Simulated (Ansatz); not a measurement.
**BH5OSi2: density, localisation and related maps**

The calculation's input:

```
crystal:
  periodic: [false, false, false]
  atoms:
    - { symbol: Si, position_ang: [0.1071, 1.2721, -1.1392] }
    - { symbol: B, position_ang: [-0.3267, -0.3849, -0.2994] }
    - { symbol: O, position_ang: [-1.2832, -1.2092, 0.4677] }
    - { symbol: Si, position_ang: [0.2569, -1.4269, 1.3106] }
    - { symbol: H, position_ang: [1.4521, 1.3157, -1.6438] }
    - { symbol: H, position_ang: [-0.1332, 2.4189, -0.1798] }
    - { symbol: H, position_ang: [-0.8251, 1.5112, -2.2855] }
    - { symbol: H, position_ang: [0.1374, -0.7643, 2.6206] }
    - { symbol: H, position_ang: [0.7032, -2.7789, 1.1317] }
basis:
  gaussian: { orbitals: "6-31G*" }
hamiltonian:
  xc: pbe0
  dispersion: d4
relax:
  f_tol: 0.02
  max_steps: 50
output:
  orbitals: {}
```

Run with:

```sh
ansatz run input.yaml --threads 1 --pin off --max-ram 2048MiB --backend cpu --events-out ev --progress --plain --runs-dir out
```

The fields are those of the relaxed geometry.

These are results of Ansatz 0.2.0, RKS PBE0-D4/6-31G*, not measurements.

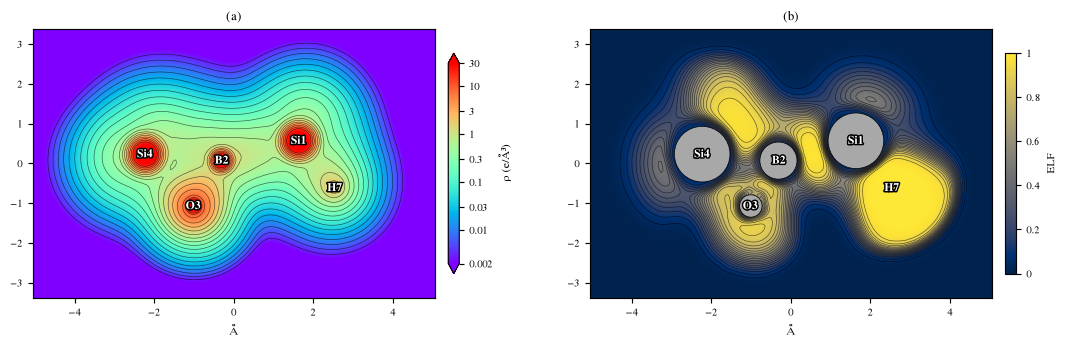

Figure 1. (a) total electron density; (b) ELF on the plane of atoms B2, Si1 and H7. Grey discs cover the atomic cores in the ELF map.

**Read the bonding off the picture.**

The section cuts through Si, B, O and H sites. B–O (1.34 Å): ρ is about 2.3 e/Å³ halfway; the ELF peaks at about 0.90 between the atoms; a shared but strongly polarised pair. Si–O (1.79 Å): the density is about 0.85 e/Å³ at the midpoint; the ELF peaks at about 0.80 between the atoms; a polar covalent bond. Si–B (1.92 Å): ρ at the midpoint is about 0.71 e/Å³; the ELF peaks at about 0.70 between the atoms. Si–H (1.49 Å): ρ at the midpoint is about 0.77 e/Å³; the ELF climbs to about 1 towards the hydrogen, as it does in any bond to H. Si–B (2.01 Å): ρ is about 0.78 e/Å³ halfway; the ELF peaks at about 1 between the atoms: a covalent bond. The ELF also peaks beside O3, away from the bonds: lone-pair regions.

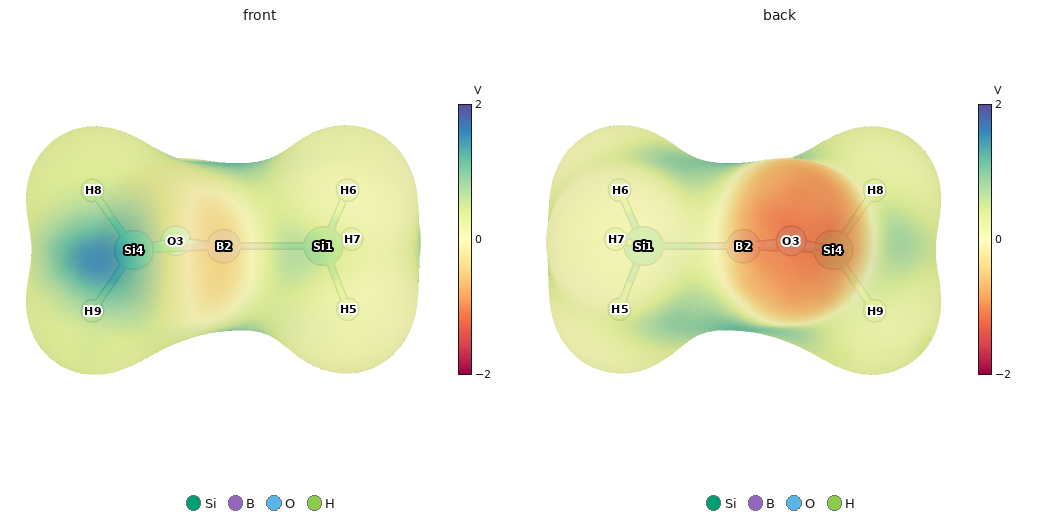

Figure 2. The electrostatic potential painted on the density surface at 0.002 e/bohr³, seen from the front and from behind; red is negative and blue positive.

**Where is the surface potential most negative and most positive?**

The most negative region (about −1.2 V) lies over O3, the most positive (about +1.5 V) over Si4. O3 is the likeliest acceptor of a hydrogen bond.

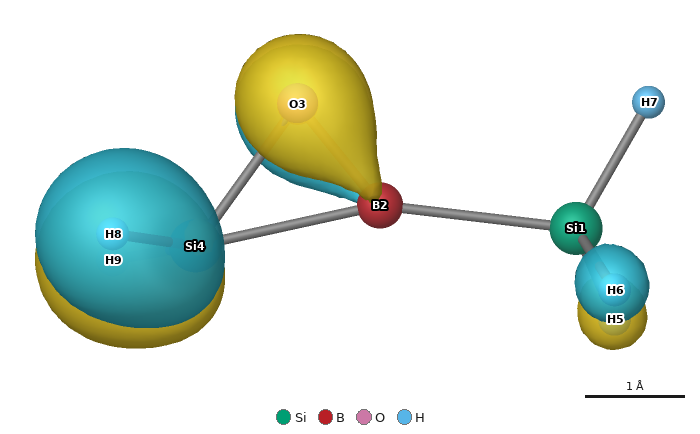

Figure 3. The HOMO−1 at ±0.15 Å⁻³ᐟ² (yellow and cyan are the two phases), seen from one side.

**What is the character of this orbital?**

Its weight (Hirshfeld) is mainly on Si4 (about 25 %), O3 (about 25 %), H8 (about 20 %) and H9 (about 20 %). Its energy is −9.47 eV.
